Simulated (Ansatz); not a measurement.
## Run report: C2H3F3 (charge +1), geometry relaxation

C2H3F3, charge +1, multiplicity 2, computed with HF/3-21G, UHF (Ansatz 0.2.0).

The starting geometry was optimised with HF/3-21G. Figures and captions count atoms from 1; the log counts them from 0 in places.

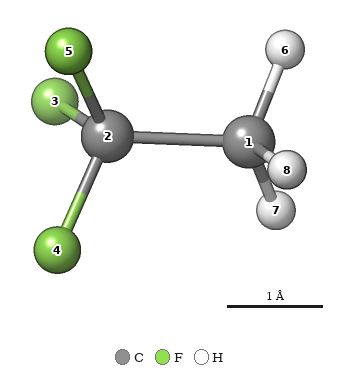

Figure 1. The input geometry (ball-and-stick view, seen at a tilt; atoms are numbered from 1 in the order of the input). Bond lengths as drawn: C–C 1.49 Å, C–F 1.35 Å and C–H 1.08 Å.

Key numbers

```tsv
quantity	value
outcome	converged
total energy	−373.376989 hartree
basis functions	51
largest force	0.009 eV/Å
⟨S²⟩	0.751
SCF solution under orbital rotations	stable
hardware	1 thread of Intel Xeon (Sapphire Rapids), 64 GiB of memory available, shared host
wall time	14 s
peak memory	0.18 GiB
```

Input
```yaml
crystal:
  periodic: [false, false, false]
  atoms:
    - {symbol: C, position_ang: [-0.613038, -0.140975, 0.469688]}
    - {symbol: C, position_ang: [0.554292, 0.109151, -0.421209]}
    - {symbol: F, position_ang: [1.697202, -0.387980, 0.103446]}
    - {symbol: F, position_ang: [0.387475, -0.464791, -1.634226]}
    - {symbol: F, position_ang: [0.749867, 1.431277, -0.627061]}
    - {symbol: H, position_ang: [-0.443458, 0.330896, 1.424981]}
    - {symbol: H, position_ang: [-0.736743, -1.203543, 0.609871]}
    - {symbol: H, position_ang: [-1.503396, 0.268766, 0.018710]}
basis:
  gaussian: {orbitals: 3-21G.json}
hamiltonian: {xc: hf}
magnetization: {spin_polarized: true, initial_magnetization: 1}
total_charge: 1
relax: {}
```

Launched with:
```bash
ansatz run input.yaml --threads 1 --pin off --max-ram 3480MiB --events-out events.jsonl --progress --plain --runs-dir runs
```

Log
```
The last accepted step is kept in runs//last_step.txt (removed where the run ends without a failure and the disk answers)
Functional definition: HF
  name "HF"
  exchange = exact_x
  correlation = 0
627 factors; integrals over basis functions are off by at most 5.1e-4 eV
mean field evaluation 1: about -10152.4399 eV, gradient 3.4e1 eV
mean field evaluation 2: about -10152.4394 eV, gradient 3.4e1 eV
mean field evaluation 4: about -10157.2021 eV, gradient 2.2e0 eV
mean field evaluation 8: about -10157.2581 eV, gradient 4.1e-4 eV
mean field evaluation 16: about -10157.0678 eV, gradient 1.5e0 eV
mean field evaluation 32: about -10154.4501 eV, gradient 1.8e1 eV
mean field evaluation 64: about -10155.6839 eV, gradient 1.9e-1 eV
mean field evaluation 96: about -10156.4279 eV, gradient 4.0e-2 eV
mean field evaluation 128: about -10157.1368 eV, gradient 3.5e0 eV
mean field evaluation 160: about -10157.0477 eV, gradient 1.7e0 eV
mean field evaluation 192: about -10156.2837 eV, gradient 3.5e0 eV
mean field evaluation 224: about -10152.8666 eV, gradient 1.7e1 eV
mean field -10157.43823529 eV, -373.2789701882 hartree, gradient 4.5e-6 eV, S^2 0.758813; 3 other end points of the search recorded, 0 dependent functions left out
the calculation of the forces begins
reference -10157.43823529 eV, -373.2789701882 hartree; 21, 20 occupied and 30, 31 virtual orbitals, 627 factors
relax step   1: F+E_penalty+E_count = -10157.43823529 eV  Δ(F+E_penalty+E_count) = +0.000e0 eV  max|allowed force component| = 6.626e0 eV/Å  Δτ_max = 0.0000 Å  (419 SCF iters, accepted)
these checks for a lower state are left out or cut short: starts, cluster_reference, orbital_swaps, neighbouring_geometries, increment
627 factors; integrals over basis functions are off by at most 5.2e-4 eV
mean field -10158.12103624 eV, -373.3040626602 hartree, gradient 2.4e-5 eV, S^2 0.756492; 1 other end points of the search recorded, 0 dependent functions left out
the calculation of the forces begins
reference -10158.12103624 eV, -373.3040626602 hartree; 21, 20 occupied and 30, 31 virtual orbitals, 627 factors
relax step   2: F+E_penalty+E_count = -10158.12103624 eV  Δ(F+E_penalty+E_count) = -6.828e-1 eV  max|allowed force component| = 4.850e0 eV/Å  Δτ_max = 0.0843 Å  (64 SCF iters, accepted)
these checks for a lower state are left out or cut short: starts, cluster_reference, orbital_swaps, neighbouring_geometries, increment
627 factors; integrals over basis functions are off by at most 5.3e-4 eV
mean field -10159.30771618 eV, -373.3476723436 hartree, gradient 5.0e-6 eV, S^2 0.752239; 0 other end points of the search recorded, 0 dependent functions left out
the calculation of the forces begins
reference -10159.30771618 eV, -373.3476723436 hartree; 21, 20 occupied and 30, 31 virtual orbitals, 627 factors
relax step   3: F+E_penalty+E_count = -10159.30771618 eV  Δ(F+E_penalty+E_count) = -1.187e0 eV  max|allowed force component| = 3.721e0 eV/Å  Δτ_max = 0.1961 Å  (58 SCF iters, accepted)
these checks for a lower state are left out or cut short: starts, cluster_reference, orbital_swaps, neighbouring_geometries, increment
627 factors; integrals over basis functions are off by at most 5.3e-4 eV
mean field evaluation 256: about -10159.8600 eV, gradient 8.5e-1 eV
mean field -10159.87108488 eV, -373.3683757614 hartree, gradient 3.2e-10 eV, S^2 0.751360; 0 other end points of the search recorded, 0 dependent functions left out
the calculation of the forces begins
reference -10159.87108488 eV, -373.3683757614 hartree; 21, 20 occupied and 30, 31 virtual orbitals, 627 factors
relax step   4: F+E_penalty+E_count = -10159.87108488 eV  Δ(F+E_penalty+E_count) = -5.634e-1 eV  max|allowed force component| = 1.657e0 eV/Å  Δτ_max = 0.1922 Å  (127 SCF iters, accepted)
these checks for a lower state are left out or cut short: starts, cluster_reference, orbital_swaps, neighbouring_geometries, increment
627 factors; integrals over basis functions are off by at most 5.3e-4 eV
mean field evaluation 288: about -10160.0401 eV, gradient 1.9e-1 eV
mean field -10160.04026640 eV, -373.3745930677 hartree, gradient 1.4e-8 eV, S^2 0.750849; 1 other end points of the search recorded, 0 dependent functions left out
the calculation of the forces begins
reference -10160.04026640 eV, -373.3745930677 hartree; 21, 20 occupied and 30, 31 virtual orbitals, 627 factors
relax step   5: F+E_penalty+E_count = -10160.04026640 eV  Δ(F+E_penalty+E_count) = -1.692e-1 eV  max|allowed force component| = 2.061e0 eV/Å  Δτ_max = 0.1957 Å  (176 SCF iters, accepted)
these checks for a lower state are left out or cut short: starts, cluster_reference, orbital_swaps, neighbouring_geometries, increment
627 factors; integrals over basis functions are off by at most 5.3e-4 eV
mean field -10160.08017085 eV, -373.3760595292 hartree, gradient 3.1e-9 eV, S^2 0.750878; 0 other end points of the search recorded, 0 dependent functions left out
the calculation of the forces begins
reference -10160.08017085 eV, -373.3760595292 hartree; 21, 20 occupied and 30, 31 virtual orbitals, 627 factors
relax step   6: F+E_penalty+E_count = -10160.08017085 eV  Δ(F+E_penalty+E_count) = -3.990e-2 eV  max|allowed force component| = 1.051e0 eV/Å  Δτ_max = 0.0683 Å  (88 SCF iters, accepted)
these checks for a lower state are left out or cut short: starts, cluster_reference, orbital_swaps, neighbouring_geometries, increment
627 factors; integrals over basis functions are off by at most 5.2e-4 eV
mean field evaluation 320: about -10160.1031 eV, gradient 4.2e-9 eV
mean field -10160.10306180 eV, -373.3769007560 hartree, gradient 4.2e-9 eV, S^2 0.750830; 0 other end points of the search recorded, 0 dependent functions left out
the calculation of the forces begins
reference -10160.10306180 eV, -373.3769007560 hartree; 21, 20 occupied and 30, 31 virtual orbitals, 627 factors
relax step   7: F+E_penalty+E_count = -10160.10306180 eV  Δ(F+E_penalty+E_count) = -2.289e-2 eV  max|allowed force component| = 3.431e-1 eV/Å  Δτ_max = 0.0293 Å  (87 SCF iters, accepted)
these checks for a lower state are left out or cut short: starts, cluster_reference, orbital_swaps, neighbouring_geometries, increment
627 factors; integrals over basis functions are off by at most 5.2e-4 eV
mean field -10160.10487057 eV, -373.3769672271 hartree, gradient 4.6e-6 eV, S^2 0.750832; 0 other end points of the search recorded, 0 dependent functions left out
the calculation of the forces begins
reference -10160.10487057 eV, -373.3769672271 hartree; 21, 20 occupied and 30, 31 virtual orbitals, 627 factors
relax step   8: F+E_penalty+E_count = -10160.10487057 eV  Δ(F+E_penalty+E_count) = -1.809e-3 eV  max|allowed force component| = 1.657e-1 eV/Å  Δτ_max = 0.0107 Å  (39 SCF iters, accepted)
these checks for a lower state are left out or cut short: starts, cluster_reference, orbital_swaps, neighbouring_geometries, increment
627 factors; integrals over basis functions are off by at most 5.2e-4 eV
mean field -10160.10544613 eV, -373.3769883784 hartree, gradient 4.6e-6 eV, S^2 0.750837; 0 other end points of the search recorded, 0 dependent functions left out
the calculation of the forces begins
reference -10160.10544613 eV, -373.3769883784 hartree; 21, 20 occupied and 30, 31 virtual orbitals, 627 factors
relax step   9: F+E_penalty+E_count = -10160.10544613 eV  Δ(F+E_penalty+E_count) = -5.756e-4 eV  max|allowed force component| = 1.622e-2 eV/Å  Δτ_max = 0.0086 Å  (39 SCF iters, accepted)
these checks for a lower state are left out or cut short: starts, cluster_reference, orbital_swaps, neighbouring_geometries, increment
627 factors; integrals over basis functions are off by at most 5.2e-4 eV
mean field -10160.10547140 eV, -373.3769893073 hartree, gradient 4.3e-6 eV, S^2 0.750837; 0 other end points of the search recorded, 0 dependent functions left out
the calculation of the forces begins
reference -10160.10547140 eV, -373.3769893073 hartree; 21, 20 occupied and 30, 31 virtual orbitals, 627 factors
relax step  10: F+E_penalty+E_count = -10160.10547140 eV  Δ(F+E_penalty+E_count) = -2.528e-5 eV  max|allowed force component| = 7.860e-3 eV/Å  Δτ_max = 0.0010 Å  (40 SCF iters, accepted)
627 factors; integrals over basis functions are off by at most 5.2e-4 eV
mean field evaluation 352: about -10160.1055 eV, gradient 4.3e-6 eV
mean field evaluation 384: about -10160.1014 eV, gradient 8.4e-3 eV
mean field evaluation 416: about -10160.0525 eV, gradient 3.0e-1 eV
mean field evaluation 448: about -10160.1053 eV, gradient 1.2e-2 eV
mean field evaluation 480: about -10151.5800 eV, gradient 6.3e0 eV
mean field evaluation 512: about -10151.4038 eV, gradient 1.6e1 eV
mean field evaluation 544: about -10160.0944 eV, gradient 7.6e-1 eV
```

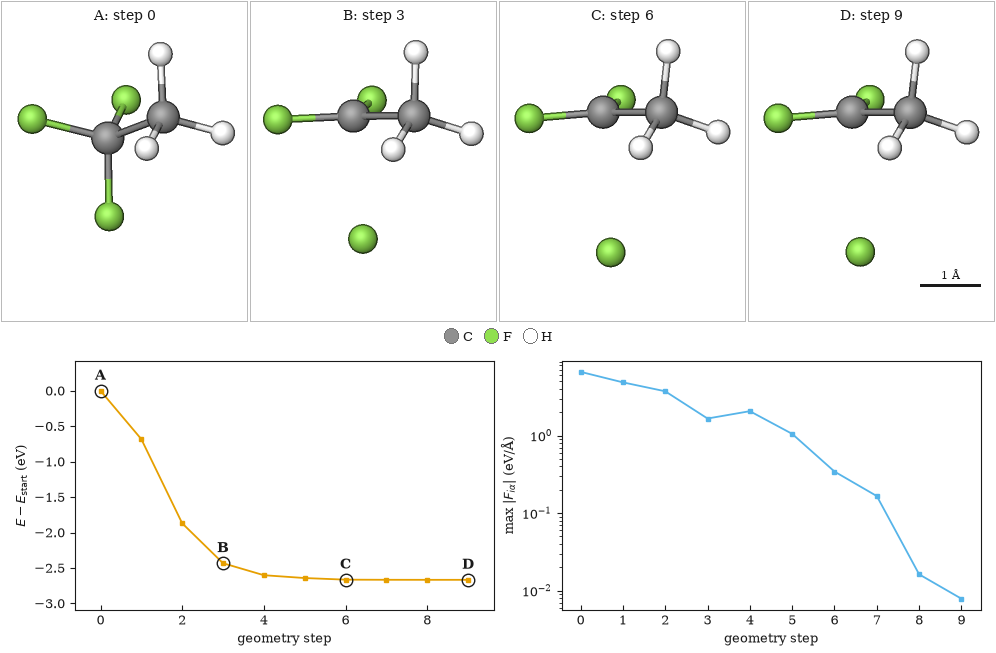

Figure 2. Frames of the relaxation (ball-and-stick view, seen at an oblique angle) above the curves, on which the letters mark them (the first geometry is step 0 here and step 1 in the log).

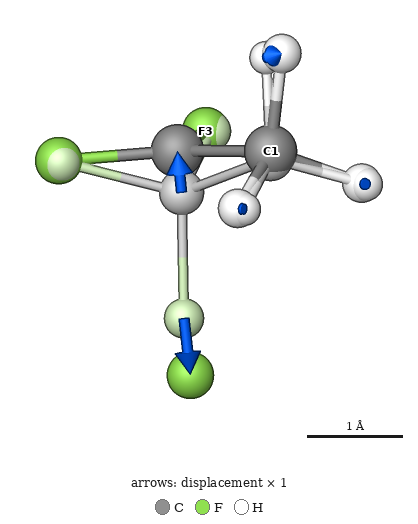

Figure 3. Start (faint) and end (solid) with the displacements as blue arrows, at true length (ball-and-stick view, seen at an oblique angle). The two geometries are laid on each other by the best rigid fit. After 9 geometry steps the energy has fallen by 2.667 eV. Largest force component: 6.6 eV/Å at the start, 0.0079 eV/Å at the end. The atom that moves furthest after the best rigid fit is F4 (0.61 Å). By element the largest moves are F 0.61 Å, C 0.44 Å, H 0.26 Å. Distances before and after: C2–F4 1.352 → 2.397 Å, C2–F3 1.352 → 1.270 Å, C1–C2 1.490 → 1.450 Å, C1–H6 1.079 → 1.095 Å. Bonds break: C2–F4 (1.35 → 2.40 Å). Among the angles that change: C1–C2–F3 111.6° → 123.1°, F3–C2–F5 107.2° → 113.5°, H7–C1–H8 109.5° → 112.0°. (Atoms are counted from 1 in the order of the input.)

```
mean field -10160.10547140 eV, -373.3769893073 hartree, gradient 4.3e-6 eV, S^2 0.750837; 4 other end points of the search recorded, 0 dependent functions left out
the calculation of the forces begins
reference -10160.10547140 eV, -373.3769893073 hartree; 21, 20 occupied and 30, 31 virtual orbitals, 627 factors
Total energy: -10160.10547140 eV, -373.3769893073 hartree
Atom 0 at    -0.601628    -0.105167     0.544072 Å, force    -0.000345    -0.002011    -0.004561 eV/Å
Atom 1 at     0.655741     0.313075    -0.044913 Å, force    -0.007860    -0.002822     0.003161 eV/Å
Atom 2 at     1.732407    -0.349666     0.073599 Å, force     0.004588     0.003404    -0.002266 eV/Å
Atom 3 at     0.228586    -0.754019    -2.148486 Å, force     0.000157    -0.000334    -0.001035 eV/Å
Atom 4 at     0.808319     1.424961    -0.638976 Å, force     0.005988     0.000716    -0.001188 eV/Å
Atom 5 at    -0.643632     0.283793     1.567247 Å, force    -0.000875     0.000494     0.002367 eV/Å
Atom 6 at    -0.653792    -1.184060     0.596561 Å, force    -0.000908     0.000434     0.001697 eV/Å
Atom 7 at    -1.433799     0.313884    -0.004904 Å, force    -0.000744     0.000119     0.001824 eV/Å
Dipole moment:    -0.516163    -0.011183     0.641524 e Å
```

Trajectory as extended XYZ (Å, eV, eV/Å), 10 frames, from step=1 to step=10
```
8
Properties=species:S:1:pos:R:3:forces:R:3 step=1 energy=-10157.43823
C    -0.6130   -0.1410    0.4697   -2.3077  -1.5645  -0.9036
C     0.5543    0.1092   -0.4212    4.4232   4.9640   6.6262
F     1.6972   -0.3880    0.1034   -1.0188  -0.1709  -0.9895
F     0.3875   -0.4648   -1.6342   -1.1154  -2.3968  -4.5226
F     0.7499    1.4313   -0.6271   -0.4684  -1.2277  -0.5651
H    -0.4435    0.3309    1.4250    0.7003   0.3769   0.0306
H    -0.7367   -1.2035    0.6099   -0.0740  -0.0532   0.1872
H    -1.5034    0.2688    0.0187   -0.1392   0.0722   0.1368
8
Properties=species:S:1:pos:R:3:forces:R:3 step=2 energy=-10158.12104
C    -0.6440   -0.1637    0.4534   -0.2092  -0.3070  -0.4934
C     0.5960    0.1541   -0.3634    2.0520   3.0157   4.8495
F     1.7255   -0.3916    0.0938   -0.9773   0.3511  -0.6810
F     0.3609   -0.4741   -1.6229   -0.8405  -1.9916  -3.8699
F     0.7676    1.4479   -0.6448   -0.1532  -1.2315  -0.0455
H    -0.4163    0.3327    1.3941   -0.1000   0.0235   0.1882
H    -0.7613   -1.2253    0.6158    0.1289   0.0415   0.0375
H    -1.5362    0.2629    0.0183    0.0993   0.0983   0.0147
8
Properties=species:S:1:pos:R:3:forces:R:3 step=3 energy=-10159.30772
C    -0.6414   -0.1538    0.4744    1.3183   0.6245  -0.1543
C     0.6569    0.2354   -0.2400   -3.7208  -0.4849   3.6178
F     1.7131   -0.3499    0.0674    2.4265  -1.3279   0.1956
F     0.2881   -0.5733   -1.7755   -0.2865  -0.9720  -2.0492
F     0.7980    1.4076   -0.6383    0.4852   2.4002  -1.3014
H    -0.4996    0.3166    1.4622   -0.3725  -0.2884  -0.2353
H    -0.7186   -1.2243    0.5999    0.0496   0.0728  -0.0561
H    -1.5043    0.2845   -0.0060    0.1001  -0.0242  -0.0171
8
Properties=species:S:1:pos:R:3:forces:R:3 step=4 energy=-10159.87109
C    -0.6470   -0.1431    0.5085    1.6279   0.9451   0.2429
C     0.6641    0.2909   -0.1111    0.2197   0.1246   0.0250
F     1.7710   -0.3723    0.0595   -1.4910   1.1273  -0.2252
F     0.2429   -0.6627   -1.9396   -0.0691  -0.2805  -0.6090
F     0.8199    1.4541   -0.6738   -0.0411  -1.6571   0.8929
H    -0.5777    0.3000    1.5220   -0.4378  -0.3341  -0.2644
H    -0.6957   -1.2202    0.5938    0.0680   0.0905  -0.0524
H    -1.4854    0.2962   -0.0151    0.1233  -0.0158  -0.0097
8
Properties=species:S:1:pos:R:3:forces:R:3 step=5 energy=-10160.04027
C    -0.6240   -0.1173    0.5428    1.0270   0.7379   0.5060
C     0.6777    0.3214   -0.0527   -2.0608  -0.8376   0.5866
F     1.7361   -0.3403    0.0560    0.9861  -0.6184   0.2308
F     0.2290   -0.7416   -2.1181   -0.0132  -0.0440  -0.0924
F     0.8226    1.4141   -0.6485    0.0958   1.0915  -0.4558
H    -0.6466    0.2904    1.5875   -0.0828  -0.3724  -0.8202
H    -0.6569   -1.1994    0.5927   -0.0415   0.1473  -0.0280
H    -1.4457    0.3156   -0.0156    0.0895  -0.1042   0.0730
8
Properties=species:S:1:pos:R:3:forces:R:3 step=6 energy=-10160.08017
C    -0.6160   -0.1086    0.5541    0.5063   0.1088  -0.3856
C     0.6553    0.3017   -0.0727   -0.5986   0.1102   1.0508
F     1.7340   -0.3430    0.0808    0.1747  -0.2568  -0.1983
F     0.2480   -0.7573   -2.1818    0.0115   0.0281   0.0550
F     0.8121    1.4275   -0.6301   -0.0203   0.1176  -0.3487
H    -0.6352    0.2928    1.5787    0.0780  -0.0487  -0.2223
H    -0.6614   -1.1871    0.6095   -0.0934   0.0043   0.0109
H    -1.4446    0.3168    0.0056   -0.0581  -0.0635   0.0381
8
Properties=species:S:1:pos:R:3:forces:R:3 step=7 energy=-10160.10306
C    -0.6094   -0.1062    0.5516    0.3431   0.1012  -0.1931
C     0.6561    0.3129   -0.0457   -0.1101  -0.0348   0.0562
F     1.7332   -0.3526    0.0717   -0.1165   0.0944  -0.0251
F     0.2395   -0.7543   -2.1633   -0.0024   0.0071   0.0207
F     0.8073    1.4256   -0.6423    0.0036  -0.1362   0.0675
H    -0.6424    0.2862    1.5716   -0.0303   0.0059   0.0541
H    -0.6555   -1.1844    0.6014   -0.0369  -0.0318   0.0151
H    -1.4366    0.3155   -0.0008   -0.0505  -0.0057   0.0046
8
Properties=species:S:1:pos:R:3:forces:R:3 step=8 energy=-10160.10487
C    -0.6053   -0.1056    0.5478    0.1657   0.0428  -0.1084
C     0.6553    0.3131   -0.0442   -0.0308  -0.0164  -0.0009
F     1.7320   -0.3517    0.0730   -0.0551   0.0590  -0.0121
F     0.2331   -0.7542   -2.1547   -0.0015   0.0027   0.0087
F     0.8067    1.4251   -0.6404    0.0122  -0.0703   0.0398
H    -0.6423    0.2852    1.5690   -0.0287   0.0031   0.0449
H    -0.6533   -1.1842    0.5979   -0.0285  -0.0151   0.0159
H    -1.4340    0.3150   -0.0041   -0.0333  -0.0058   0.0122
8
Properties=species:S:1:pos:R:3:forces:R:3 step=9 energy=-10160.10545
C    -0.6018   -0.1052    0.5442    0.0096  -0.0015  -0.0162
C     0.6556    0.3131   -0.0446   -0.0067  -0.0036  -0.0003
F     1.7320   -0.3499    0.0739    0.0078   0.0077  -0.0037
F     0.2281   -0.7540   -2.1478    0.0001  -0.0007  -0.0017
F     0.8078    1.4249   -0.6388    0.0115   0.0005  -0.0008
H    -0.6432    0.2840    1.5671   -0.0080  -0.0007   0.0086
H    -0.6530   -1.1841    0.5959   -0.0080   0.0008   0.0064
H    -1.4332    0.3141   -0.0057   -0.0062  -0.0026   0.0078
8
Properties=species:S:1:pos:R:3:forces:R:3 step=10 energy=-10160.10547
C    -0.6016   -0.1052    0.5441   -0.0003  -0.0020  -0.0046
C     0.6557    0.3131   -0.0449   -0.0079  -0.0028   0.0032
F     1.7324   -0.3497    0.0736    0.0046   0.0034  -0.0023
F     0.2286   -0.7540   -2.1485    0.0002  -0.0003  -0.0010
F     0.8083    1.4250   -0.6390    0.0060   0.0007  -0.0012
H    -0.6436    0.2838    1.5672   -0.0009   0.0005   0.0024
H    -0.6538   -1.1841    0.5966   -0.0009   0.0004   0.0017
H    -1.4338    0.3139   -0.0049   -0.0007   0.0001   0.0018
```
